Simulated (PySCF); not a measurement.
Breaking a bond: LiH, singlet.

- RKS-TPSSh = restricted TPSSh/6-31G (PySCF)
- RKS-LDA (SVWN5) = restricted LDA (SVWN5)/6-31G run with PySCF
- UKS-LDA (SVWN5) = unrestricted LDA (SVWN5)/6-31G run with PySCF 2.14.0

Magnitude of the dipole moment (D; its direction can reverse along the curve, and a method can change to another solution) and Mulliken charge of the fragment that holds Li1:

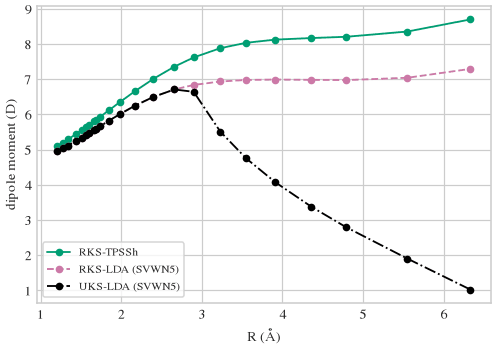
Figure: Dipole moment against bond length.

```json
[
 {"R / Å": "1.21", "μ RKS-TPSSh": "5.10", "q RKS-TPSSh": "0.20", "μ RKS-LDA (SVWN5)": "4.95", "q RKS-LDA (SVWN5)": "0.11", "μ UKS-LDA (SVWN5)": "4.95", "q UKS-LDA (SVWN5)": "0.11"},
 {"R / Å": "1.28", "μ RKS-TPSSh": "5.20", "q RKS-TPSSh": "0.21", "μ RKS-LDA (SVWN5)": "5.04", "q RKS-LDA (SVWN5)": "0.13", "μ UKS-LDA (SVWN5)": "5.04", "q UKS-LDA (SVWN5)": "0.13"},
 {"R / Å": "1.34", "μ RKS-TPSSh": "5.29", "q RKS-TPSSh": "0.22", "μ RKS-LDA (SVWN5)": "5.11", "q RKS-LDA (SVWN5)": "0.13", "μ UKS-LDA (SVWN5)": "5.11", "q UKS-LDA (SVWN5)": "0.13"},
 {"R / Å": "1.44", "μ RKS-TPSSh": "5.44", "q RKS-TPSSh": "0.23", "μ RKS-LDA (SVWN5)": "5.24", "q RKS-LDA (SVWN5)": "0.14", "μ UKS-LDA (SVWN5)": "5.24", "q UKS-LDA (SVWN5)": "0.14"},
 {"R / Å": "1.51", "μ RKS-TPSSh": "5.55", "q RKS-TPSSh": "0.23", "μ RKS-LDA (SVWN5)": "5.34", "q RKS-LDA (SVWN5)": "0.15", "μ UKS-LDA (SVWN5)": "5.34", "q UKS-LDA (SVWN5)": "0.15"},
 {"R / Å": "1.57", "μ RKS-TPSSh": "5.65", "q RKS-TPSSh": "0.23", "μ RKS-LDA (SVWN5)": "5.42", "q RKS-LDA (SVWN5)": "0.15", "μ UKS-LDA (SVWN5)": "5.42", "q UKS-LDA (SVWN5)": "0.15"},
 {"R / Å": "1.60", "μ RKS-TPSSh": "5.70", "q RKS-TPSSh": "0.23", "μ RKS-LDA (SVWN5)": "5.47", "q RKS-LDA (SVWN5)": "0.15", "μ UKS-LDA (SVWN5)": "5.47", "q UKS-LDA (SVWN5)": "0.15"},
 {"R / Å": "1.66", "μ RKS-TPSSh": "5.80", "q RKS-TPSSh": "0.23", "μ RKS-LDA (SVWN5)": "5.55", "q RKS-LDA (SVWN5)": "0.16", "μ UKS-LDA (SVWN5)": "5.55", "q UKS-LDA (SVWN5)": "0.16"},
 {"R / Å": "1.69", "μ RKS-TPSSh": "5.85", "q RKS-TPSSh": "0.23", "μ RKS-LDA (SVWN5)": "5.59", "q RKS-LDA (SVWN5)": "0.16", "μ UKS-LDA (SVWN5)": "5.59", "q UKS-LDA (SVWN5)": "0.16"},
 {"R / Å": "1.74", "μ RKS-TPSSh": "5.93", "q RKS-TPSSh": "0.23", "μ RKS-LDA (SVWN5)": "5.66", "q RKS-LDA (SVWN5)": "0.16", "μ UKS-LDA (SVWN5)": "5.66", "q UKS-LDA (SVWN5)": "0.16"},
 {"R / Å": "1.85", "μ RKS-TPSSh": "6.12", "q RKS-TPSSh": "0.23", "μ RKS-LDA (SVWN5)": "5.82", "q RKS-LDA (SVWN5)": "0.16", "μ UKS-LDA (SVWN5)": "5.82", "q UKS-LDA (SVWN5)": "0.16"},
 {"R / Å": "1.98", "μ RKS-TPSSh": "6.34", "q RKS-TPSSh": "0.23", "μ RKS-LDA (SVWN5)": "6.00", "q RKS-LDA (SVWN5)": "0.16", "μ UKS-LDA (SVWN5)": "6.00", "q UKS-LDA (SVWN5)": "0.16"},
 {"R / Å": "2.17", "μ RKS-TPSSh": "6.66", "q RKS-TPSSh": "0.23", "μ RKS-LDA (SVWN5)": "6.24", "q RKS-LDA (SVWN5)": "0.16", "μ UKS-LDA (SVWN5)": "6.24", "q UKS-LDA (SVWN5)": "0.16"},
 {"R / Å": "2.40", "μ RKS-TPSSh": "7.01", "q RKS-TPSSh": "0.23", "μ RKS-LDA (SVWN5)": "6.50", "q RKS-LDA (SVWN5)": "0.17", "μ UKS-LDA (SVWN5)": "6.50", "q UKS-LDA (SVWN5)": "0.17"},
 {"R / Å": "2.66", "μ RKS-TPSSh": "7.36", "q RKS-TPSSh": "0.23", "μ RKS-LDA (SVWN5)": "6.71", "q RKS-LDA (SVWN5)": "0.17", "μ UKS-LDA (SVWN5)": "6.71", "q UKS-LDA (SVWN5)": "0.17"},
 {"R / Å": "2.90", "μ RKS-TPSSh": "7.62", "q RKS-TPSSh": "0.23", "μ RKS-LDA (SVWN5)": "6.84", "q RKS-LDA (SVWN5)": "0.18", "μ UKS-LDA (SVWN5)": "6.64", "q UKS-LDA (SVWN5)": "0.17"},
 {"R / Å": "3.23", "μ RKS-TPSSh": "7.88", "q RKS-TPSSh": "0.24", "μ RKS-LDA (SVWN5)": "6.93", "q RKS-LDA (SVWN5)": "0.18", "μ UKS-LDA (SVWN5)": "5.51", "q UKS-LDA (SVWN5)": "0.16"},
 {"R / Å": "3.55", "μ RKS-TPSSh": "8.04", "q RKS-TPSSh": "0.25", "μ RKS-LDA (SVWN5)": "6.98", "q RKS-LDA (SVWN5)": "0.19", "μ UKS-LDA (SVWN5)": "4.75", "q UKS-LDA (SVWN5)": "0.15"},
 {"R / Å": "3.91", "μ RKS-TPSSh": "8.12", "q RKS-TPSSh": "0.25", "μ RKS-LDA (SVWN5)": "6.99", "q RKS-LDA (SVWN5)": "0.20", "μ UKS-LDA (SVWN5)": "4.07", "q UKS-LDA (SVWN5)": "0.13"},
 {"R / Å": "4.36", "μ RKS-TPSSh": "8.17", "q RKS-TPSSh": "0.26", "μ RKS-LDA (SVWN5)": "6.98", "q RKS-LDA (SVWN5)": "0.21", "μ UKS-LDA (SVWN5)": "3.37", "q UKS-LDA (SVWN5)": "0.11"},
 {"R / Å": "4.79", "μ RKS-TPSSh": "8.21", "q RKS-TPSSh": "0.27", "μ RKS-LDA (SVWN5)": "6.97", "q RKS-LDA (SVWN5)": "0.22", "μ UKS-LDA (SVWN5)": "2.79", "q UKS-LDA (SVWN5)": "0.09"},
 {"R / Å": "5.55", "μ RKS-TPSSh": "8.36", "q RKS-TPSSh": "0.28", "μ RKS-LDA (SVWN5)": "7.04", "q RKS-LDA (SVWN5)": "0.23", "μ UKS-LDA (SVWN5)": "1.90", "q UKS-LDA (SVWN5)": "0.06"},
 {"R / Å": "6.33", "μ RKS-TPSSh": "8.70", "q RKS-TPSSh": "0.28", "μ RKS-LDA (SVWN5)": "7.29", "q RKS-LDA (SVWN5)": "0.23", "μ UKS-LDA (SVWN5)": "1.02", "q UKS-LDA (SVWN5)": "0.03"}
]
```

At the longest distance RKS-TPSSh, RKS-LDA (SVWN5) leaves fractional charges on the fragments, a sign of delocalisation error or of the restricted form. The restricted form behind RKS-TPSSh, RKS-LDA (SVWN5) keeps the bonding electrons paired and can't separate into open-shell fragments. The unrestricted determinant behind UKS-LDA (SVWN5) is spin-contaminated at 2.90 to 6.33 Å (<S²> up to 1.0, against 0.00 for a pure singlet).
